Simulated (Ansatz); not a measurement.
**Molecular dynamics, with input and output: C₂H₉NSi (part 1 of 3)**

The run: molecular dynamics of C₂H₉NSi. Method and program: RHF/6-31G (Ansatz 0.2.0).

It belongs to a series of runs on one base structure; here: dynamics from the start. Figures and captions count atoms from 1; the log counts them from 0 in places.

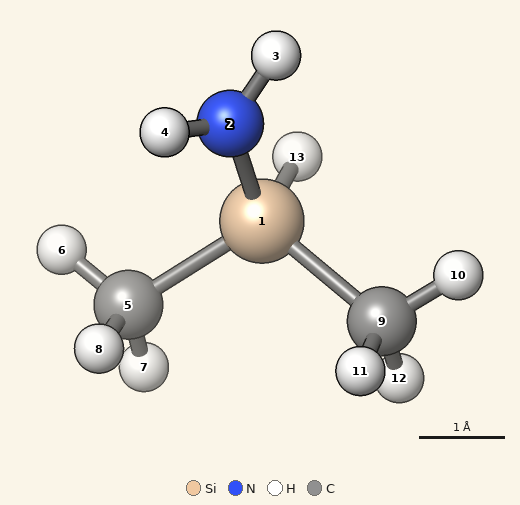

**Figure 1.** The input geometry (ball-and-stick view, seen at a tilt; atoms are numbered from 1 in the order of the input). Bond lengths as drawn: C–H 1.08 to 1.09 Å, C–Si 1.91 Å, H–N 0.99 Å, H–Si 1.50 Å and N–Si 1.77 Å.

### Input file
```yaml
crystal:
  periodic: [false, false, false]
  atoms:
    - { symbol: Si, position_ang: [-0.010611, 0.01943, -0.009645] }
    - { symbol: "N", position_ang: [-0.055317, -0.173952, 1.745513] }
    - { symbol: H, position_ang: [-0.852951, -0.491305, 2.246209] }
    - { symbol: H, position_ang: [0.721776, 0.035935, 2.328864] }
    - { symbol: C, position_ang: [1.821674, 0.052322, -0.545811] }
    - { symbol: H, position_ang: [2.316603, -0.875623, -0.283044] }
    - { symbol: H, position_ang: [1.90349, 0.188128, -1.618883] }
    - { symbol: H, position_ang: [2.354296, 0.867844, -0.066746] }
    - { symbol: C, position_ang: [-0.897197, 1.5991, -0.620991] }
    - { symbol: H, position_ang: [-1.939284, 1.603371, -0.319483] }
    - { symbol: H, position_ang: [-0.428623, 2.48837, -0.211973] }
    - { symbol: H, position_ang: [-0.860682, 1.662983, -1.704139] }
    - { symbol: H, position_ang: [-0.706075, -1.156703, -0.628171] }
basis:
  gaussian: { orbitals: "6-31G" }
hamiltonian:
  xc: hf
md:
  timestep: 0.25
  n_steps: 250
  ensemble: nvt_langevin
  temperature: 500.0
  initial_velocities: maxwell_boltzmann
  seed: 161470
  friction: 0.001
```

Hardware: 1 thread of Intel Xeon (Granite Rapids), 32 GiB of memory available, shared host.

Command:
```bash
ansatz run input.yaml --threads 1 --pin off --max-ram 2048MiB --backend cpu --events-out ev --progress --plain --runs-dir out
```

### The program's output
```
Engine: ansatz 0.2.0, x86_64-unknown-linux-gnu
Functional definition: HF
  exchange = exact_x
  correlation = 0
869 factors; integrals over basis functions are off by at most 1.6e-4 eV
mean field evaluation 1: about -11542.5269 eV, gradient 3.5e1 eV
mean field evaluation 2: about -11542.5271 eV, gradient 3.5e1 eV
mean field evaluation 4: about -11545.4608 eV, gradient 2.6e0 eV
mean field evaluation 8: about -11545.4818 eV, gradient 1.5e-2 eV
mean field -11545.48175740 eV, -424.2886287758 hartree, gradient 2.4e-5 eV, S^2 0.000000; 0 other end points of the search recorded, 0 dependent functions left out
the calculation of the forces begins
reference -11545.48175740 eV, -424.2886287758 hartree; 21, 21 occupied and 37, 37 virtual orbitals, 869 factors
md step     0: t =     0.00 fs  T =   461.5 K  F+E_penalty+E_count = -11545.48175740 eV  E_kin = 0.775560 eV  (29 SCF iters)
these checks for a lower state are left out or cut short: starts, cluster_reference, orbital_swaps, neighbouring_geometries, increment
869 factors; integrals over basis functions are off by at most 1.6e-4 eV
mean field -11545.47658857 eV, -424.2884388249 hartree, gradient 2.7e-5 eV, S^2 0.000000; 0 other end points of the search recorded, 0 dependent functions left out
the calculation of the forces begins
reference -11545.47658857 eV, -424.2884388249 hartree; 21, 21 occupied and 37, 37 virtual orbitals, 869 factors
md step     1: t =     0.25 fs  T =   460.8 K  F+E_penalty+E_count = -11545.47658857 eV  E_kin = 0.774240 eV  (21 SCF iters)
[... from here on the SCF iterations and repeated set-up lines of each step are left out, up to the last step ...]
md step     2: t =     0.50 fs  T =   450.8 K  F+E_penalty+E_count = -11545.46163448 eV  E_kin = 0.757492 eV  (21 SCF iters)
md step     3: t =     0.75 fs  T =   434.2 K  F+E_penalty+E_count = -11545.43832442 eV  E_kin = 0.729646 eV  (21 SCF iters)
md step     4: t =     1.00 fs  T =   423.7 K  F+E_penalty+E_count = -11545.40853357 eV  E_kin = 0.711956 eV  (21 SCF iters)
md step     5: t =     1.25 fs  T =   406.1 K  F+E_penalty+E_count = -11545.37436416 eV  E_kin = 0.682423 eV  (22 SCF iters)
md step     6: t =     1.50 fs  T =   386.3 K  F+E_penalty+E_count = -11545.33834691 eV  E_kin = 0.649189 eV  (22 SCF iters)
md step     7: t =     1.75 fs  T =   362.9 K  F+E_penalty+E_count = -11545.30299336 eV  E_kin = 0.609798 eV  (22 SCF iters)
md step     8: t =     2.00 fs  T =   342.4 K  F+E_penalty+E_count = -11545.27019522 eV  E_kin = 0.575401 eV  (22 SCF iters)
md step     9: t =     2.25 fs  T =   318.3 K  F+E_penalty+E_count = -11545.24135539 eV  E_kin = 0.534938 eV  (22 SCF iters)
md step    10: t =     2.50 fs  T =   307.8 K  F+E_penalty+E_count = -11545.21762415 eV  E_kin = 0.517225 eV  (22 SCF iters)
md step    11: t =     2.75 fs  T =   299.4 K  F+E_penalty+E_count = -11545.19925522 eV  E_kin = 0.503141 eV  (22 SCF iters)
md step    12: t =     3.00 fs  T =   290.4 K  F+E_penalty+E_count = -11545.18585034 eV  E_kin = 0.487900 eV  (22 SCF iters)
md step    13: t =     3.25 fs  T =   285.1 K  F+E_penalty+E_count = -11545.17665987 eV  E_kin = 0.479009 eV  (22 SCF iters)
md step    14: t =     3.50 fs  T =   279.5 K  F+E_penalty+E_count = -11545.17046975 eV  E_kin = 0.469720 eV  (22 SCF iters)
md step    15: t =     3.75 fs  T =   278.3 K  F+E_penalty+E_count = -11545.16578885 eV  E_kin = 0.467598 eV  (22 SCF iters)
md step    16: t =     4.00 fs  T =   273.4 K  F+E_penalty+E_count = -11545.16162073 eV  E_kin = 0.459473 eV  (22 SCF iters)
md step    17: t =     4.25 fs  T =   267.3 K  F+E_penalty+E_count = -11545.15706355 eV  E_kin = 0.449244 eV  (22 SCF iters)
md step    18: t =     4.50 fs  T =   261.7 K  F+E_penalty+E_count = -11545.15131983 eV  E_kin = 0.439801 eV  (22 SCF iters)
md step    19: t =     4.75 fs  T =   263.7 K  F+E_penalty+E_count = -11545.14382986 eV  E_kin = 0.443200 eV  (22 SCF iters)
md step    20: t =     5.00 fs  T =   258.7 K  F+E_penalty+E_count = -11545.13412558 eV  E_kin = 0.434761 eV  (22 SCF iters)
md step    21: t =     5.25 fs  T =   251.5 K  F+E_penalty+E_count = -11545.12209103 eV  E_kin = 0.422585 eV  (22 SCF iters)
md step    22: t =     5.50 fs  T =   242.0 K  F+E_penalty+E_count = -11545.10781514 eV  E_kin = 0.406664 eV  (22 SCF iters)
md step    23: t =     5.75 fs  T =   235.7 K  F+E_penalty+E_count = -11545.09163327 eV  E_kin = 0.396121 eV  (22 SCF iters)
md step    24: t =     6.00 fs  T =   224.0 K  F+E_penalty+E_count = -11545.07424342 eV  E_kin = 0.376383 eV  (22 SCF iters)
md step    25: t =     6.25 fs  T =   218.8 K  F+E_penalty+E_count = -11545.05634163 eV  E_kin = 0.367644 eV  (22 SCF iters)
md step    26: t =     6.50 fs  T =   214.2 K  F+E_penalty+E_count = -11545.03930556 eV  E_kin = 0.359869 eV  (32 SCF iters)
md step    27: t =     6.75 fs  T =   206.7 K  F+E_penalty+E_count = -11545.02477583 eV  E_kin = 0.347401 eV  (22 SCF iters)
md step    28: t =     7.00 fs  T =   199.3 K  F+E_penalty+E_count = -11545.01411240 eV  E_kin = 0.334857 eV  (22 SCF iters)
md step    29: t =     7.25 fs  T =   195.5 K  F+E_penalty+E_count = -11545.00850864 eV  E_kin = 0.328524 eV  (22 SCF iters)
md step    30: t =     7.50 fs  T =   195.4 K  F+E_penalty+E_count = -11545.00853883 eV  E_kin = 0.328397 eV  (22 SCF iters)
md step    31: t =     7.75 fs  T =   200.7 K  F+E_penalty+E_count = -11545.01469254 eV  E_kin = 0.337324 eV  (22 SCF iters)
md step    32: t =     8.00 fs  T =   206.7 K  F+E_penalty+E_count = -11545.02674793 eV  E_kin = 0.347301 eV  (22 SCF iters)
md step    33: t =     8.25 fs  T =   213.2 K  F+E_penalty+E_count = -11545.04358149 eV  E_kin = 0.358214 eV  (22 SCF iters)
md step    34: t =     8.50 fs  T =   227.4 K  F+E_penalty+E_count = -11545.06401618 eV  E_kin = 0.382137 eV  (22 SCF iters)
md step    35: t =     8.75 fs  T =   244.5 K  F+E_penalty+E_count = -11545.08679815 eV  E_kin = 0.410834 eV  (22 SCF iters)
md step    36: t =     9.00 fs  T =   257.4 K  F+E_penalty+E_count = -11545.10997280 eV  E_kin = 0.432533 eV  (22 SCF iters)
md step    37: t =     9.25 fs  T =   271.9 K  F+E_penalty+E_count = -11545.13127674 eV  E_kin = 0.456814 eV  (22 SCF iters)
md step    38: t =     9.50 fs  T =   274.2 K  F+E_penalty+E_count = -11545.14845210 eV  E_kin = 0.460816 eV  (22 SCF iters)
md step    39: t =     9.75 fs  T =   278.2 K  F+E_penalty+E_count = -11545.16033242 eV  E_kin = 0.467481 eV  (22 SCF iters)
md step    40: t =    10.00 fs  T =   281.2 K  F+E_penalty+E_count = -11545.16683509 eV  E_kin = 0.472558 eV  (22 SCF iters)
md step    41: t =    10.25 fs  T =   286.0 K  F+E_penalty+E_count = -11545.16808227 eV  E_kin = 0.480506 eV  (22 SCF iters)
md step    42: t =    10.50 fs  T =   282.0 K  F+E_penalty+E_count = -11545.16449742 eV  E_kin = 0.473864 eV  (22 SCF iters)
md step    43: t =    10.75 fs  T =   276.6 K  F+E_penalty+E_count = -11545.15707674 eV  E_kin = 0.464797 eV  (22 SCF iters)
md step    44: t =    11.00 fs  T =   270.1 K  F+E_penalty+E_count = -11545.14681622 eV  E_kin = 0.453943 eV  (22 SCF iters)
md step    45: t =    11.25 fs  T =   263.5 K  F+E_penalty+E_count = -11545.13439067 eV  E_kin = 0.442755 eV  (22 SCF iters)
md step    46: t =    11.50 fs  T =   256.0 K  F+E_penalty+E_count = -11545.12088424 eV  E_kin = 0.430096 eV  (22 SCF iters)
md step    47: t =    11.75 fs  T =   246.4 K  F+E_penalty+E_count = -11545.10725288 eV  E_kin = 0.414070 eV  (22 SCF iters)
md step    48: t =    12.00 fs  T =   242.0 K  F+E_penalty+E_count = -11545.09421576 eV  E_kin = 0.406722 eV  (22 SCF iters)
md step    49: t =    12.25 fs  T =   237.4 K  F+E_penalty+E_count = -11545.08273263 eV  E_kin = 0.398892 eV  (22 SCF iters)
md step    50: t =    12.50 fs  T =   232.0 K  F+E_penalty+E_count = -11545.07349947 eV  E_kin = 0.389909 eV  (22 SCF iters)
md step    51: t =    12.75 fs  T =   227.0 K  F+E_penalty+E_count = -11545.06659200 eV  E_kin = 0.381393 eV  (22 SCF iters)
md step    52: t =    13.00 fs  T =   226.2 K  F+E_penalty+E_count = -11545.06260877 eV  E_kin = 0.380021 eV  (22 SCF iters)
md step    53: t =    13.25 fs  T =   225.9 K  F+E_penalty+E_count = -11545.06161989 eV  E_kin = 0.379538 eV  (22 SCF iters)
md step    54: t =    13.50 fs  T =   224.4 K  F+E_penalty+E_count = -11545.06373616 eV  E_kin = 0.377112 eV  (22 SCF iters)
md step    55: t =    13.75 fs  T =   225.2 K  F+E_penalty+E_count = -11545.06977518 eV  E_kin = 0.378417 eV  (22 SCF iters)
md step    56: t =    14.00 fs  T =   228.3 K  F+E_penalty+E_count = -11545.07950369 eV  E_kin = 0.383693 eV  (31 SCF iters)
md step    57: t =    14.25 fs  T =   235.0 K  F+E_penalty+E_count = -11545.09223024 eV  E_kin = 0.394878 eV  (22 SCF iters)
md step    58: t =    14.50 fs  T =   245.4 K  F+E_penalty+E_count = -11545.10739399 eV  E_kin = 0.412380 eV  (22 SCF iters)
md step    59: t =    14.75 fs  T =   251.8 K  F+E_penalty+E_count = -11545.12436549 eV  E_kin = 0.423100 eV  (22 SCF iters)
md step    60: t =    15.00 fs  T =   264.3 K  F+E_penalty+E_count = -11545.14238143 eV  E_kin = 0.444113 eV  (22 SCF iters)
md step    61: t =    15.25 fs  T =   277.8 K  F+E_penalty+E_count = -11545.16043337 eV  E_kin = 0.466804 eV  (22 SCF iters)
md step    62: t =    15.50 fs  T =   291.2 K  F+E_penalty+E_count = -11545.17736988 eV  E_kin = 0.489335 eV  (22 SCF iters)
md step    63: t =    15.75 fs  T =   299.6 K  F+E_penalty+E_count = -11545.19196482 eV  E_kin = 0.503371 eV  (22 SCF iters)
md step    64: t =    16.00 fs  T =   308.5 K  F+E_penalty+E_count = -11545.20369197 eV  E_kin = 0.518395 eV  (22 SCF iters)
md step    65: t =    16.25 fs  T =   315.6 K  F+E_penalty+E_count = -11545.21207503 eV  E_kin = 0.530366 eV  (22 SCF iters)
md step    66: t =    16.50 fs  T =   324.0 K  F+E_penalty+E_count = -11545.21652693 eV  E_kin = 0.544412 eV  (22 SCF iters)
md step    67: t =    16.75 fs  T =   324.4 K  F+E_penalty+E_count = -11545.21701721 eV  E_kin = 0.545104 eV  (22 SCF iters)
md step    68: t =    17.00 fs  T =   320.5 K  F+E_penalty+E_count = -11545.21428509 eV  E_kin = 0.538534 eV  (22 SCF iters)
md step    69: t =    17.25 fs  T =   315.7 K  F+E_penalty+E_count = -11545.20913579 eV  E_kin = 0.530451 eV  (22 SCF iters)
md step    70: t =    17.50 fs  T =   317.6 K  F+E_penalty+E_count = -11545.20231452 eV  E_kin = 0.533768 eV  (22 SCF iters)
md step    71: t =    17.75 fs  T =   316.1 K  F+E_penalty+E_count = -11545.19519835 eV  E_kin = 0.531129 eV  (22 SCF iters)
md step    72: t =    18.00 fs  T =   311.8 K  F+E_penalty+E_count = -11545.18931173 eV  E_kin = 0.523860 eV  (22 SCF iters)
md step    73: t =    18.25 fs  T =   306.6 K  F+E_penalty+E_count = -11545.18632991 eV  E_kin = 0.515198 eV  (22 SCF iters)
md step    74: t =    18.50 fs  T =   306.7 K  F+E_penalty+E_count = -11545.18795595 eV  E_kin = 0.515329 eV  (22 SCF iters)
md step    75: t =    18.75 fs  T =   309.9 K  F+E_penalty+E_count = -11545.19465645 eV  E_kin = 0.520668 eV  (22 SCF iters)
md step    76: t =    19.00 fs  T =   316.5 K  F+E_penalty+E_count = -11545.20549587 eV  E_kin = 0.531831 eV  (22 SCF iters)
md step    77: t =    19.25 fs  T =   323.8 K  F+E_penalty+E_count = -11545.21941050 eV  E_kin = 0.544136 eV  (22 SCF iters)
md step    78: t =    19.50 fs  T =   335.8 K  F+E_penalty+E_count = -11545.23530245 eV  E_kin = 0.564257 eV  (22 SCF iters)
md step    79: t =    19.75 fs  T =   350.1 K  F+E_penalty+E_count = -11545.25121037 eV  E_kin = 0.588342 eV  (22 SCF iters)
md step    80: t =    20.00 fs  T =   356.7 K  F+E_penalty+E_count = -11545.26456442 eV  E_kin = 0.599384 eV  (22 SCF iters)
md step    81: t =    20.25 fs  T =   361.7 K  F+E_penalty+E_count = -11545.27334983 eV  E_kin = 0.607746 eV  (22 SCF iters)
md step    82: t =    20.50 fs  T =   368.3 K  F+E_penalty+E_count = -11545.27623302 eV  E_kin = 0.618800 eV  (22 SCF iters)
md step    83: t =    20.75 fs  T =   367.3 K  F+E_penalty+E_count = -11545.27197207 eV  E_kin = 0.617273 eV  (22 SCF iters)
md step    84: t =    21.00 fs  T =   365.3 K  F+E_penalty+E_count = -11545.26010720 eV  E_kin = 0.613860 eV  (21 SCF iters)
md step    85: t =    21.25 fs  T =   351.6 K  F+E_penalty+E_count = -11545.24081646 eV  E_kin = 0.590886 eV  (31 SCF iters)
md step    86: t =    21.50 fs  T =   339.4 K  F+E_penalty+E_count = -11545.21515205 eV  E_kin = 0.570362 eV  (22 SCF iters)
md step    87: t =    21.75 fs  T =   324.4 K  F+E_penalty+E_count = -11545.18439484 eV  E_kin = 0.545083 eV  (22 SCF iters)
md step    88: t =    22.00 fs  T =   296.1 K  F+E_penalty+E_count = -11545.15061017 eV  E_kin = 0.497543 eV  (22 SCF iters)
md step    89: t =    22.25 fs  T =   276.4 K  F+E_penalty+E_count = -11545.11616632 eV  E_kin = 0.464410 eV  (22 SCF iters)
md step    90: t =    22.50 fs  T =   255.2 K  F+E_penalty+E_count = -11545.08278688 eV  E_kin = 0.428907 eV  (22 SCF iters)
md step    91: t =    22.75 fs  T =   242.5 K  F+E_penalty+E_count = -11545.05199208 eV  E_kin = 0.407415 eV  (22 SCF iters)
md step    92: t =    23.00 fs  T =   226.9 K  F+E_penalty+E_count = -11545.02528518 eV  E_kin = 0.381251 eV  (22 SCF iters)
md step    93: t =    23.25 fs  T =   213.6 K  F+E_penalty+E_count = -11545.00411034 eV  E_kin = 0.358961 eV  (22 SCF iters)
md step    94: t =    23.50 fs  T =   201.2 K  F+E_penalty+E_count = -11544.98951252 eV  E_kin = 0.338155 eV  (22 SCF iters)
md step    95: t =    23.75 fs  T =   196.4 K  F+E_penalty+E_count = -11544.98139557 eV  E_kin = 0.330027 eV  (22 SCF iters)
md step    96: t =    24.00 fs  T =   195.9 K  F+E_penalty+E_count = -11544.97918455 eV  E_kin = 0.329160 eV  (22 SCF iters)
md step    97: t =    24.25 fs  T =   197.9 K  F+E_penalty+E_count = -11544.98242552 eV  E_kin = 0.332535 eV  (22 SCF iters)
md step    98: t =    24.50 fs  T =   204.5 K  F+E_penalty+E_count = -11544.99038784 eV  E_kin = 0.343663 eV  (22 SCF iters)
md step    99: t =    24.75 fs  T =   213.2 K  F+E_penalty+E_count = -11545.00203506 eV  E_kin = 0.358201 eV  (22 SCF iters)
md step   100: t =    25.00 fs  T =   223.9 K  F+E_penalty+E_count = -11545.01549906 eV  E_kin = 0.376176 eV  (22 SCF iters)
md step   101: t =    25.25 fs  T =   234.4 K  F+E_penalty+E_count = -11545.02919462 eV  E_kin = 0.393959 eV  (22 SCF iters)
md step   102: t =    25.50 fs  T =   239.7 K  F+E_penalty+E_count = -11545.04185980 eV  E_kin = 0.402751 eV  (22 SCF iters)
md step   103: t =    25.75 fs  T =   247.7 K  F+E_penalty+E_count = -11545.05217499 eV  E_kin = 0.416180 eV  (22 SCF iters)
md step   104: t =    26.00 fs  T =   249.3 K  F+E_penalty+E_count = -11545.05907659 eV  E_kin = 0.418983 eV  (22 SCF iters)
md step   105: t =    26.25 fs  T =   251.1 K  F+E_penalty+E_count = -11545.06201091 eV  E_kin = 0.421928 eV  (22 SCF iters)
md step   106: t =    26.50 fs  T =   251.4 K  F+E_penalty+E_count = -11545.06084900 eV  E_kin = 0.422522 eV  (22 SCF iters)
md step   107: t =    26.75 fs  T =   247.3 K  F+E_penalty+E_count = -11545.05596531 eV  E_kin = 0.415501 eV  (22 SCF iters)
md step   108: t =    27.00 fs  T =   244.2 K  F+E_penalty+E_count = -11545.04814822 eV  E_kin = 0.410415 eV  (22 SCF iters)
md step   109: t =    27.25 fs  T =   240.2 K  F+E_penalty+E_count = -11545.03871875 eV  E_kin = 0.403655 eV  (22 SCF iters)
md step   110: t =    27.50 fs  T =   233.0 K  F+E_penalty+E_count = -11545.02923791 eV  E_kin = 0.391610 eV  (22 SCF iters)
md step   111: t =    27.75 fs  T =   232.7 K  F+E_penalty+E_count = -11545.02115890 eV  E_kin = 0.390981 eV  (22 SCF iters)
md step   112: t =    28.00 fs  T =   227.6 K  F+E_penalty+E_count = -11545.01641261 eV  E_kin = 0.382461 eV  (22 SCF iters)
md step   113: t =    28.25 fs  T =   229.0 K  F+E_penalty+E_count = -11545.01577787 eV  E_kin = 0.384871 eV  (22 SCF iters)
md step   114: t =    28.50 fs  T =   225.5 K  F+E_penalty+E_count = -11545.01899731 eV  E_kin = 0.378911 eV  (30 SCF iters)
md step   115: t =    28.75 fs  T =   231.8 K  F+E_penalty+E_count = -11545.02686847 eV  E_kin = 0.389434 eV  (22 SCF iters)
md step   116: t =    29.00 fs  T =   235.9 K  F+E_penalty+E_count = -11545.03950322 eV  E_kin = 0.396365 eV  (22 SCF iters)
md step   117: t =    29.25 fs  T =   242.1 K  F+E_penalty+E_count = -11545.05562235 eV  E_kin = 0.406903 eV  (22 SCF iters)
md step   118: t =    29.50 fs  T =   252.8 K  F+E_penalty+E_count = -11545.07385968 eV  E_kin = 0.424875 eV  (22 SCF iters)
md step   119: t =    29.75 fs  T =   268.6 K  F+E_penalty+E_count = -11545.09270160 eV  E_kin = 0.451414 eV  (22 SCF iters)
md step   120: t =    30.00 fs  T =   280.1 K  F+E_penalty+E_count = -11545.11031352 eV  E_kin = 0.470733 eV  (22 SCF iters)
md step   121: t =    30.25 fs  T =   287.8 K  F+E_penalty+E_count = -11545.12503988 eV  E_kin = 0.483657 eV  (22 SCF iters)
md step   122: t =    30.50 fs  T =   295.8 K  F+E_penalty+E_count = -11545.13553178 eV  E_kin = 0.497042 eV  (22 SCF iters)
md step   123: t =    30.75 fs  T =   302.3 K  F+E_penalty+E_count = -11545.14082498 eV  E_kin = 0.508012 eV  (22 SCF iters)
md step   124: t =    31.00 fs  T =   296.1 K  F+E_penalty+E_count = -11545.14039778 eV  E_kin = 0.497512 eV  (22 SCF iters)
md step   125: t =    31.25 fs  T =   292.2 K  F+E_penalty+E_count = -11545.13424098 eV  E_kin = 0.491079 eV  (22 SCF iters)
md step   126: t =    31.50 fs  T =   290.7 K  F+E_penalty+E_count = -11545.12271936 eV  E_kin = 0.488520 eV  (22 SCF iters)
md step   127: t =    31.75 fs  T =   284.0 K  F+E_penalty+E_count = -11545.10630375 eV  E_kin = 0.477229 eV  (22 SCF iters)
md step   128: t =    32.00 fs  T =   267.2 K  F+E_penalty+E_count = -11545.08597224 eV  E_kin = 0.448982 eV  (22 SCF iters)
md step   129: t =    32.25 fs  T =   251.7 K  F+E_penalty+E_count = -11545.06325607 eV  E_kin = 0.423006 eV  (21 SCF iters)
md step   130: t =    32.50 fs  T =   239.6 K  F+E_penalty+E_count = -11545.03919759 eV  E_kin = 0.402674 eV  (22 SCF iters)
```
